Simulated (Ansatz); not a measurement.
Run report: GaH2OF, frequency calculation

- system: GaH2OF
- method: MP2/6-31G*, RHF (Ansatz 0.2.0)

The geometry was optimised with MP2/6-31G*. Figures and captions count atoms from 1; the log counts them from 0 in places.

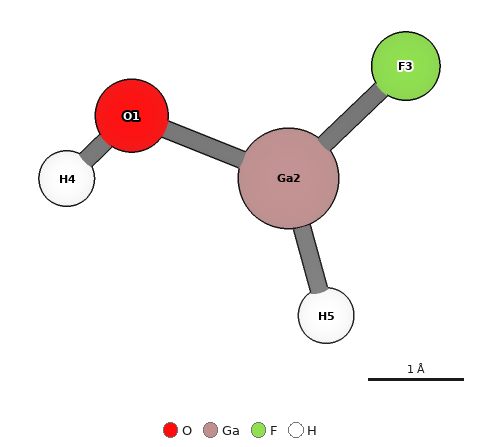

*The structure as given in the input (ball-and-stick view, seen at a tilt; atoms are numbered from 1 in the order of the input). Sticks mark near contacts.*

Input file:
```yaml
crystal:
  periodic: [false, false, false]
  atoms:
    - symbol: O
      position_ang: [-1.148066, -0.594030, -0.290422]
    - symbol: Ga
      position_ang: [0.375919, 0.292510, 0.003849]
    - symbol: F
      position_ang: [0.453841, 1.795108, -0.883226]
    - symbol: H
      position_ang: [-1.187517, -1.429447, 0.205541]
    - symbol: H
      position_ang: [1.555823, -0.137841, 0.922957]
basis:
  gaussian:
    orbitals: "6-31G*"
correlation:
  method: mp2
phonons:
  temperatures: {t_min: 298.15, t_max: 298.15, t_step: 1}
```

Hardware: 1 thread of Arm Neoverse V1, 24 GiB of memory available, shared host.

Run as:
```bash
ansatz run job.yaml --threads 1 --pin off --max-ram 3480MiB --events-out events.jsonl --progress --plain --runs-dir runs
```

The program's output:
```
Functional definition: HF
  name "HF"
  exchange = exact_x
  correlation = 0
these checks for a lower state are left out or cut short: cluster_reference
689 factors; integrals over basis functions are off by at most 3.3e-4 eV
mean field evaluation 1: about -57098.7316 eV, gradient 4.5e1 eV
mean field evaluation 2: about -57098.7706 eV, gradient 4.5e1 eV
mean field evaluation 4: about -57102.7021 eV, gradient 2.5e0 eV
mean field evaluation 8: about -57102.7267 eV, gradient 2.0e-4 eV
mean field -57102.72668793 eV, -2098.4865001630 hartree, gradient 4.7e-6 eV, S^2 0.000000; 0 other end points of the search recorded, 0 dependent functions left out
11 core orbitals not correlated: weight in the atoms' cores, before any rotation towards them, 1.000 or more for the frozen orbitals, at most 0.000 for the correlated occupied ones
reference -57102.72668793 eV, -2098.4865001630 hartree; 14, 14 occupied and 44, 44 virtual orbitals, 689 factors
second order -16.46380488 eV of doubles, -0.00000000 eV of singles
the calculation of the forces begins
these checks for a lower state are left out or cut short: starts, cluster_reference, orbital_swaps, neighbouring_geometries, increment
689 factors; integrals over basis functions are off by at most 3.3e-4 eV
mean field evaluation 16: about -57102.7280 eV, gradient 5.1e-5 eV
mean field -57102.72795655 eV, -2098.4865467841 hartree, gradient 1.3e-6 eV, S^2 0.000000; 0 other end points of the search recorded, 0 dependent functions left out
[... from here on the field's lines of each further geometry are left out, up to the last ...]
11 core orbitals not correlated: weight in the atoms' cores, before any rotation towards them, 1.000 or more for the frozen orbitals, at most 0.000 for the correlated occupied ones
reference -57102.72667757 eV, -2098.4864997824 hartree; 14, 14 occupied and 44, 44 virtual orbitals, 689 factors
second order -16.46379736 eV of doubles, -0.00000000 eV of singles
the calculation of the forces begins
these checks for a lower state are left out or cut short: starts, cluster_reference, orbital_swaps, neighbouring_geometries, increment
689 factors; integrals over basis functions are off by at most 3.3e-4 eV
mean field -57102.72665946 eV, -2098.4864991168 hartree, gradient 1.2e-6 eV, S^2 0.000000; 0 other end points of the search recorded, 0 dependent functions left out
11 core orbitals not correlated: weight in the atoms' cores, before any rotation towards them, 1.000 or more for the frozen orbitals, at most 0.000 for the correlated occupied ones
reference -57102.72665946 eV, -2098.4864991168 hartree; 14, 14 occupied and 44, 44 virtual orbitals, 689 factors
second order -16.46381438 eV of doubles, -0.00000000 eV of singles
the calculation of the forces begins
Total energy: -57119.19049280 eV, -2099.0915338327 hartree
Atom 0 at    -1.148066    -0.594030    -0.290422 Å, force     0.000068     0.000088     0.000304 eV/Å
Atom 1 at     0.375919     0.292510     0.003849 Å, force    -0.000199     0.000188    -0.000208 eV/Å
Atom 2 at     0.453841     1.795108    -0.883226 Å, force    -0.000068    -0.000116    -0.000080 eV/Å
Atom 3 at    -1.187517    -1.429447     0.205541 Å, force     0.000132     0.000031    -0.000225 eV/Å
Atom 4 at     1.555823    -0.137841     0.922957 Å, force     0.000067    -0.000191     0.000209 eV/Å
Dipole moment:     0.206083    -0.521350     0.436958 e Å
Vibrations: 214.35 357.44 487.49 619.69 698.08 729.53 868.61 2050.62 3796.84 cm⁻¹, zero-point energy 0.608926 eV
Checks for a lower state left out: cluster_reference
```

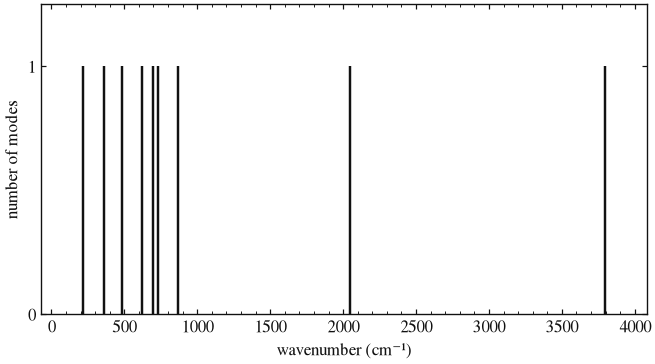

*Harmonic vibrational wavenumbers from the force constants; neighbouring modes closer than 16 cm⁻¹ are counted in one stick.*

9 modes from 214 to 3797 cm⁻¹, none imaginary.

Results in brief:

| quantity | value |
| --- | --- |
| outcome | converged |
| total energy | −2099.091534 hartree |
| SCF energy | −2098.486500 hartree |
| MP2 energy | −2099.091534 hartree |
| correlation energy | −0.605034 hartree |
| basis functions | 69 |
| largest force | 0.000 eV/Å |
| SCF solution under orbital rotations | stable |
| zero-point energy | 0.022378 hartree |
| wavenumbers, lowest and highest | 214 and 3797 cm⁻¹ |
| wall time | 58 s |
| peak memory | 0.13 GiB |
